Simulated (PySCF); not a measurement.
# TiH2SClOF (SMILES [OH][Ti]([F])([SH])[Cl]): CAM-B3LYP/6-31G

Aim: the vertical ionisation energy of TiH2SClOF at CAM-B3LYP/6-31G, from 2 runs. The job is set up through a Python script.

The calculation is run with PySCF 2.14.0.

### Step 1. The structure to begin with

TiH2SClOF has 7 atoms, charge 0, and is taken as a singlet. SMILES: `[OH][Ti]([F])([SH])[Cl]`. The coordinates come from a PBE0-D4/def2-TZVP relaxation. This is one conformer, not always the lowest.

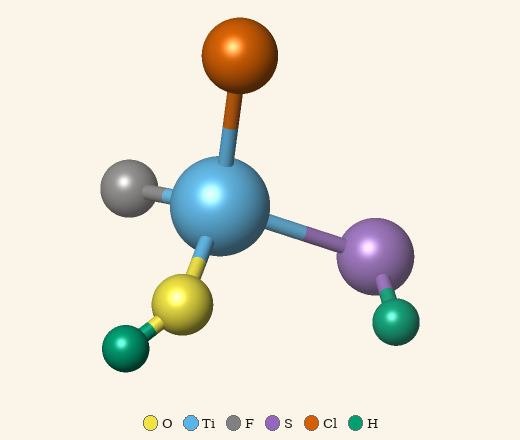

The structure, seen from a chosen angle (oxygen yellow, titanium blue, fluorine grey, sulfur purple, chlorine orange, hydrogen teal).

### Step 2. The energy at CAM-B3LYP/6-31G

input.py

```python
from pyscf import gto, dft

mol = gto.Mole()
mol.atom = '''
O     -2.000275    -1.566772    -0.903856
Ti     0.940895    -0.110360    -0.411582
F      3.382799    -2.271640     0.063684
S      0.636838     2.295072     3.152819
Cl     1.891427     2.274285    -3.672305
H     -2.838558    -3.128820    -1.266872
H     -1.897852     2.379354     2.951752
'''
mol.max_memory = 1860
mol.charge = 0
mol.verbose = 4
mol.unit = 'bohr'
mol.basis = '6-31g'
mol.build()

mf = dft.RKS(mol, xc='cam-b3lyp')
mf.grids.level = 4
mf.conv_tol = 1e-10
mf.kernel()
if not mf.converged:
    mf = mf.newton().run(mf.mo_coeff, mf.mo_occ)

e_tot = mf.e_tot
print('E = %.10f Eh' % e_tot)
```

The run is started by

```
$ OMP_NUM_THREADS=1 python input.py
```

The log of the run:

```text
PySCF version 2.14.0

[INPUT] num. atoms = 7
[INPUT] num. electrons = 74
[INPUT] charge = 0
[INPUT] spin (= nelec alpha-beta = 2S) = 0
[INPUT] symmetry False subgroup None
[INPUT] Mole.unit = bohr
[INPUT] Symbol           X                Y                Z      unit          X                Y                Z       unit  Magmom
[INPUT]  1 O     -1.058499945573  -0.829100037108  -0.478299997153 AA   -2.000275000000  -1.566772000000  -0.903856000000 Bohr   0.0
[INPUT]  2 Ti     0.497900191869  -0.058399996997  -0.217799814825 AA    0.940895000000  -0.110360000000  -0.411582000000 Bohr   0.0
[INPUT]  3 F      1.790100139923  -1.202100119414   0.033700121500 AA    3.382799000000  -2.271640000000   0.063684000000 Bohr   0.0
[INPUT]  4 S      0.337000156648   1.214499799821   1.668399964956 AA    0.636838000000   2.295072000000   3.152819000000 Bohr   0.0
[INPUT]  5 Cl     1.000900064519   1.203499793137  -1.943300117548 AA    1.891427000000   2.274285000000  -3.672305000000 Bohr   0.0
[INPUT]  6 H     -1.502100205475  -1.655700241071  -0.670399791553 AA   -2.838558000000  -3.128820000000  -1.266872000000 Bohr   0.0
[INPUT]  7 H     -1.004300028099   1.259099913511   1.561999890688 AA   -1.897852000000   2.379354000000   2.951752000000 Bohr   0.0

nuclear repulsion = 458.830955051329
number of shells = 39
number of NR pGTOs = 234
number of NR cGTOs = 75
basis = 6-31g
ecp = {}

******** <class 'pyscf.dft.rks.RKS'> ********
method = RKS
initial guess = minao
damping factor = 0
level_shift factor = 0
DIIS = <class 'pyscf.scf.diis.CDIIS'>
diis_start_cycle = 1
diis_space = 8
diis_damp = 0
SCF conv_tol = 1e-10
SCF conv_tol_grad = None
SCF max_cycles = 50
direct_scf = True
direct_scf_tol = 1e-13
XC library pyscf.dft.libxc version 7.0.0
    S. Lehtola, C. Steigemann, M. J.T. Oliveira, and M. A.L. Marques.,  SoftwareX 7, 1–5 (2018)
XC functionals = cam-b3lyp
    T. Yanai, D. P. Tew, and N. C. Handy.,  Chem. Phys. Lett. 393, 51 (2004)
radial grids:
    Treutler-Ahlrichs [JCP 102, 346 (1995); DOI:10.1063/1.469408] (M4) radial grids

becke partition: Becke, JCP 88, 2547 (1988); DOI:10.1063/1.454033
pruning grids: <function nwchem_prune>
grids dens level: 4
symmetrized grids: False
atomic radii adjust function: <function treutler_atomic_radii_adjust>
small_rho_cutoff = 0
Set gradient conv threshold to 1e-05
Initial guess from minao.
tot grids = 176624
init E= -1884.15526207675
  HOMO = -0.343597402589018  LUMO = -0.0894842846462769  gap/eV = 6.91477
cycle= 1 E= -1883.77242429303  delta_E= 0.383  |g|= 1.22  |ddm|= 2.62
  HOMO = -0.32709960703875  LUMO = -0.282544810913583  gap/eV = 1.21240
cycle= 2 E= -1874.80432100536  delta_E= 8.97  |g|= 7.44  |ddm|= 3.91
  HOMO = -0.316839272506658  LUMO = -0.121250536399128  gap/eV = 5.32224
cycle= 3 E= -1883.9926379053  delta_E= -9.19  |g|= 1.02  |ddm|= 2.77
  HOMO = -0.338292112943469  LUMO = -0.120561215500772  gap/eV = 5.92476
cycle= 4 E= -1884.15947627102  delta_E= -0.167  |g|= 0.309  |ddm|= 0.472
  HOMO = -0.346026911821143  LUMO = -0.085430139187592  gap/eV = 7.09120
cycle= 5 E= -1884.18206281585  delta_E= -0.0226  |g|= 0.114  |ddm|= 0.209
  HOMO = -0.340564628261213  LUMO = -0.0721219100897654  gap/eV = 7.30470
cycle= 6 E= -1884.18474135318  delta_E= -0.00268  |g|= 0.0217  |ddm|= 0.0817
  HOMO = -0.341923409449843  LUMO = -0.0735586278367486  gap/eV = 7.30258
cycle= 7 E= -1884.18485610565  delta_E= -0.000115  |g|= 0.00605  |ddm|= 0.0245
  HOMO = -0.342801090493062  LUMO = -0.073665307685078  gap/eV = 7.32356
cycle= 8 E= -1884.18486473468  delta_E= -8.63e-06  |g|= 0.00234  |ddm|= 0.00681
  HOMO = -0.342849039938666  LUMO = -0.0738915701019396  gap/eV = 7.31871
cycle= 9 E= -1884.18486645966  delta_E= -1.72e-06  |g|= 0.000904  |ddm|= 0.00294
  HOMO = -0.342751662432291  LUMO = -0.0737793514513458  gap/eV = 7.31911
cycle= 10 E= -1884.18486684986  delta_E= -3.9e-07  |g|= 0.000303  |ddm|= 0.00152
  HOMO = -0.342781176074876  LUMO = -0.0737429467925139  gap/eV = 7.32090
cycle= 11 E= -1884.18486693957  delta_E= -8.97e-08  |g|= 6.15e-05  |ddm|= 0.00087
  HOMO = -0.342783924100672  LUMO = -0.0737355953948704  gap/eV = 7.32118
cycle= 12 E= -1884.18486694794  delta_E= -8.37e-09  |g|= 2.78e-05  |ddm|= 0.000291
  HOMO = -0.342781426722419  LUMO = -0.0737367962226481  gap/eV = 7.32108
cycle= 13 E= -1884.18486694886  delta_E= -9.2e-10  |g|= 1.19e-05  |ddm|= 0.000106
  HOMO = -0.342780960677768  LUMO = -0.0737328172431457  gap/eV = 7.32117
cycle= 14 E= -1884.18486694896  delta_E= -9.55e-11  |g|= 6.93e-06  |ddm|= 2.96e-05
  HOMO = -0.342780649141275  LUMO = -0.0737359095580588  gap/eV = 7.32108
Extra cycle  E= -1884.18486694894  delta_E= 2.23e-11  |g|= 9.61e-06  |ddm|= 1.73e-05
converged SCF energy = -1884.18486694894
E = -1884.1848669489 Eh
```

Run time: 47 s. Hardware: 1 thread of Arm Neoverse V1, shared host; peak memory 0.4 GiB.

### Step 3. The doublet cation at the same level

job.py

```python
from pyscf import gto, dft

mol = gto.M(
    atom='''
O       -1.058500      -0.829100      -0.478300
Ti       0.497900      -0.058400      -0.217800
F        1.790100      -1.202100       0.033700
S        0.337000       1.214500       1.668400
Cl       1.000900       1.203500      -1.943300
H       -1.502100      -1.655700      -0.670400
H       -1.004300       1.259100       1.562000
''',
    spin=1,
    basis='6-31g',
    max_memory=1860,
    charge=1,
    verbose=3,
)

ks = dft.UKS(mol)
ks.xc = 'cam-b3lyp'
ks.conv_tol = 1e-10
ks.grids.level = 4
ks.kernel()
if not ks.converged:
    ks = ks.newton().run(ks.mo_coeff, ks.mo_occ)

e_tot = ks.e_tot
print(f'total energy: {e_tot:.8f} hartree')
```

The run is started by

```
$ OMP_NUM_THREADS=1 python job.py
```

The log of the run:

```text
WARN: HOMO -0.34359738340104 >= LUMO -0.343597383401039

converged SCF energy = -1883.80875620131  <S^2> = 0.76099882  2S+1 = 2.0109687
total energy: -1883.80875620 hartree
```

It took 88 s on 1 thread of Arm Neoverse V1, shared host; peak memory 0.41 GiB.

### Step 4. Summary of results

Level: CAM-B3LYP/6-31G.

| quantity | value |
| --- | --- |
| singlet TiH2SClOF: total energy | -1884.18487 Eh |
| singlet TiH2SClOF: dipole moment | 4.24 D |
| singlet TiH2SClOF: HOMO energy | -9.33 eV |
| singlet TiH2SClOF: LUMO energy | -2.01 eV |
| singlet TiH2SClOF: HOMO–LUMO gap | 7.32 eV |
| doublet cation: total energy | -1883.80876 Eh |
| doublet cation: HOMO energy (highest over α and β) | -15.84 eV |
| doublet cation: LUMO energy (lowest over α and β) | -11.19 eV |
| doublet cation: ⟨S²⟩ | 0.761 |
| vertical ionisation energy (to the doublet cation) | 10.234 eV |

What this shows: The vertical ionisation energy comes to 10.23 eV (987 kJ/mol). The negative HOMO energy of the first species, 9.33 eV, lies 0.91 eV below that difference. Mulliken charges (doublet cation) run from -0.65 on O1 to +0.90 on Ti2; they depend strongly on the basis.
